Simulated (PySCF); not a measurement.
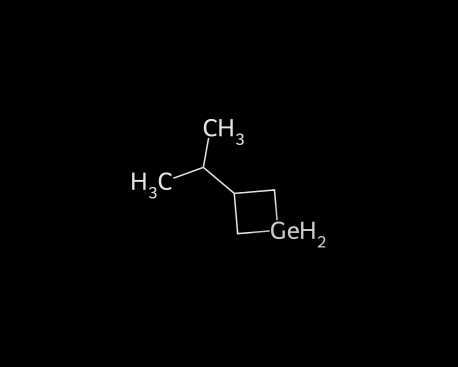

The drawing above gives the connectivity. Computed geometry: PBE0-D3(BJ)/def2-SVP optimisation. No frequency run is at hand to confirm it as a minimum.

Describe the 3D structure.

The molecule is C₆H₁₄Ge. As SMILES it reads `CC(C)C1[CH2][GeH2][CH2]1`. Coordination, clear cases only: 4 C tetrahedral.

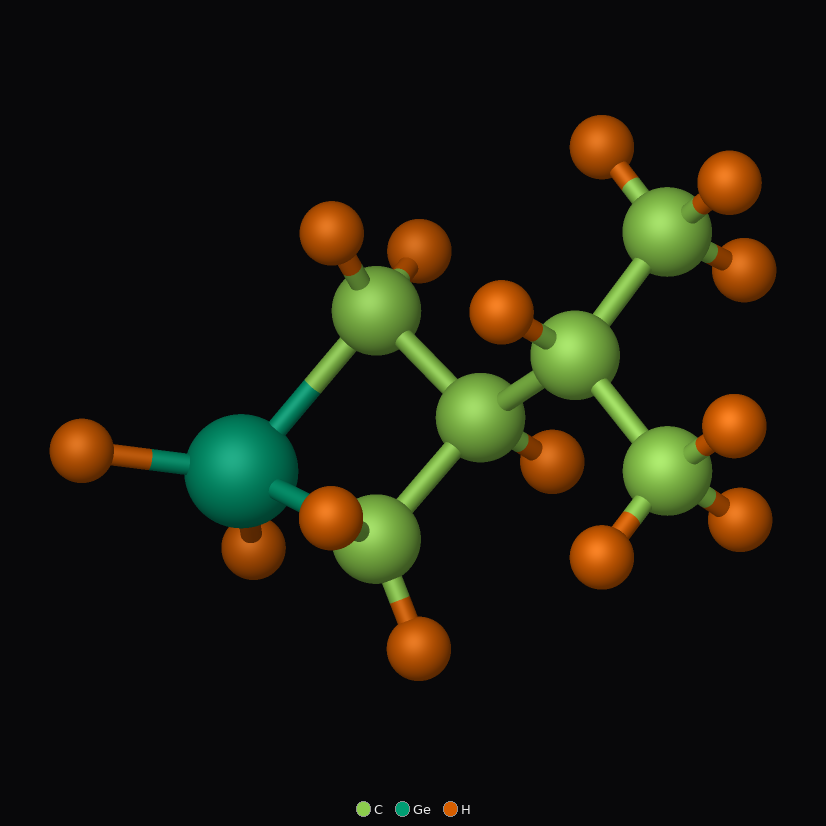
